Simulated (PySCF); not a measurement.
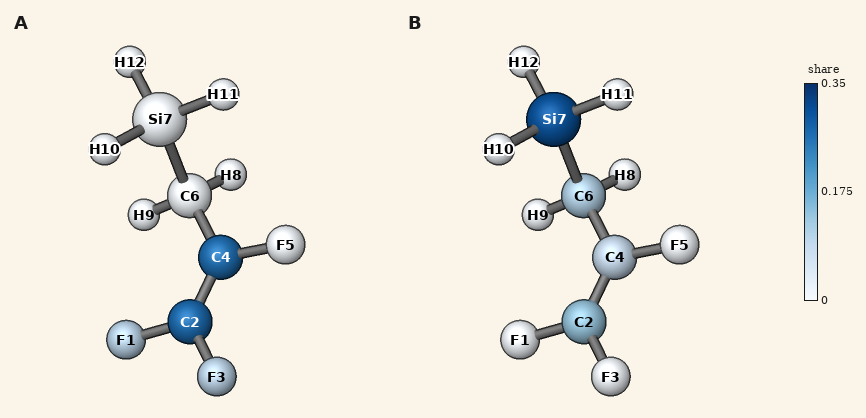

Each panel colours the atoms by their Löwdin share in one orbital (up to four of the largest shares; other atoms are shown as zero). Computed geometry: GFN2-xTB optimisation. No frequency run is at hand to confirm it as a minimum. Computed with ωB97X-D/def2-SVPD (PySCF 2.14.0).

The panels show the HOMO, LUMO, in some order. Which is which?

A: HOMO, −9.03 eV; C2 0.27, C4 0.26, F1 0.10, F3 0.09
B: LUMO, 1.78 eV; Si7 0.30, C2 0.13, C6 0.11, C4 0.08

The geometry is semi-empirical. Around Si such bond lengths and angles can be off by a tenth of an ångström or more and by several degrees, and values that hang on the shape move with them.
